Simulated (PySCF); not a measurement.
# KCl (SMILES [Cl][K]): M06-2X/def2-TZVPPD

What is the vertical singlet–triplet gap of KCl at M06-2X/def2-TZVPPD? Input form: a Python script.

The results are computed with PySCF 2.14.0.

5 further runs of the same task are left out: 1 that didn't finish, 4 set aside as unsound or not needed.

**1. The molecule**

The species is KCl (2 atoms), meant as a singlet with charge 0. SMILES: `[Cl][K]`. The coordinates come from a PBE0-D4/def2-TZVP relaxation.

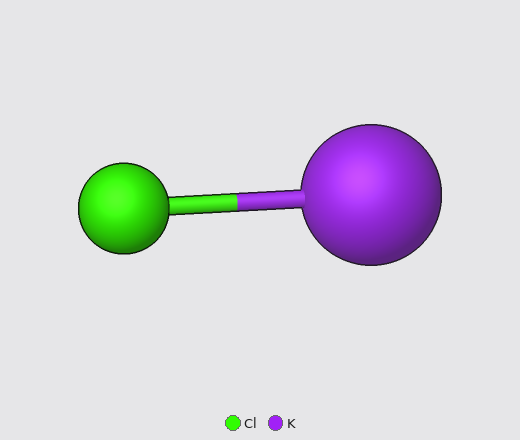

The structure, seen from a chosen angle (chlorine green, potassium purple).

**2. The energy at M06-2X/def2-TZVPPD**

calc.py

```python
# [Cl][K]
from pyscf import gto, dft

molecule = gto.Mole()
molecule.atom = [
    ('Cl', (1.142550, -0.405560, 0.575750)),
    ('K', (-1.142550, 0.405560, -0.575750)),
]
molecule.basis = 'def2-tzvppd'
molecule.max_memory = 1860
molecule.verbose = 3
molecule.build()

ks = dft.RKS(molecule, xc='m06-2x')
ks.conv_tol = 1e-10
ks.grids.level = 5
ks.kernel()
if not ks.converged:
    ks = ks.newton().run(ks.mo_coeff, ks.mo_occ)

e_final = ks.e_tot
print('E(%s) = %.9f' % ('M06-2X', e_final))
```

Started as:

```bash
$ OMP_NUM_THREADS=1 python calc.py
```

The log of the run:

```text
converged SCF energy = -1060.19439548526
E(M06-2X) = -1060.194395485
```

Wall time 17 s (1 thread of Arm Neoverse N1, shared host); peak memory 0.44 GiB.

**3. The triplet at the same level**

job.py

```python
from pyscf import gto, dft

system = gto.Mole()
system.atom = '''
Cl   1.142550  -0.405560   0.575750
K   -1.142550   0.405560  -0.575750
'''
system.max_memory = 1860
system.basis = 'def2-tzvppd'
system.spin = 2
system.verbose = 3
system.build()

mf = dft.UKS(system, xc='m06-2x')
mf.conv_tol = 1e-10
mf.grids.level = 5
mf.kernel()
if not mf.converged:
    mf = mf.newton().run(mf.mo_coeff, mf.mo_occ)

etot = mf.e_tot
print('Final energy', etot)
```

Started as:

```bash
$ OMP_NUM_THREADS=1 python job.py
```

The log of the run:

```text
WARN: HOMO -0.0786891717411997 >= LUMO -0.419210739350327

WARN: HOMO -0.121972394164697 >= LUMO -0.252366435925182

WARN: HOMO -0.121787783810465 >= LUMO -0.231174105977694

WARN: HOMO -0.121173880592352 >= LUMO -0.231412643521868

WARN: HOMO -0.120931316291962 >= LUMO -0.230592356355956

WARN: HOMO -0.120859840222764 >= LUMO -0.230504758357181

WARN: HOMO -0.12083724958633 >= LUMO -0.230519027690939

WARN: HOMO -0.120828028560641 >= LUMO -0.230520969706799

WARN: HOMO -0.120825903741611 >= LUMO -0.230524651465835

WARN: HOMO -0.120825174412364 >= LUMO -0.230525974045751

WARN: HOMO -0.120825123795917 >= LUMO -0.23053080679615

WARN: HOMO -0.120826182373843 >= LUMO -0.230515053927554

WARN: HOMO -0.120826421246321 >= LUMO -0.230518681270055

WARN: HOMO -0.120826336851135 >= LUMO -0.230521291126696

WARN: HOMO -0.120826358209086 >= LUMO -0.230520927041916

WARN: HOMO -0.120826383150259 >= LUMO -0.230521169595594

WARN: HOMO -0.120826399924717 >= LUMO -0.230521136848242

WARN: HOMO -0.120826404459784 >= LUMO -0.230521137891493

WARN: HOMO -0.120826410274546 >= LUMO -0.230521134876764

converged SCF energy = -1060.01727677247  <S^2> = 2.0032083  2S+1 = 3.0021381
Final energy -1060.0172767724707
```

Wall time 55 s (1 thread of Arm Neoverse N1, shared host); peak memory 0.45 GiB.

**4. Outcome**

At M06-2X/def2-TZVPPD:

| quantity | value |
| --- | --- |
| singlet: total energy | -1060.19440 Eh |
| singlet: dipole moment | 10.40 D |
| singlet: HOMO energy | -7.33 eV |
| singlet: LUMO energy | -1.39 eV |
| singlet: HOMO–LUMO gap | 5.93 eV |
| triplet: total energy | -1060.01728 Eh |
| triplet: dipole moment | 2.01 D |
| triplet: HOMO energy (highest over α and β) | -3.29 eV |
| triplet: ⟨S²⟩ | 2.003 |
| vertical energy of the triplet above the singlet | 4.820 eV |

What this shows: At this shape the triplet lies 4.82 eV (465 kJ/mol) above the singlet.
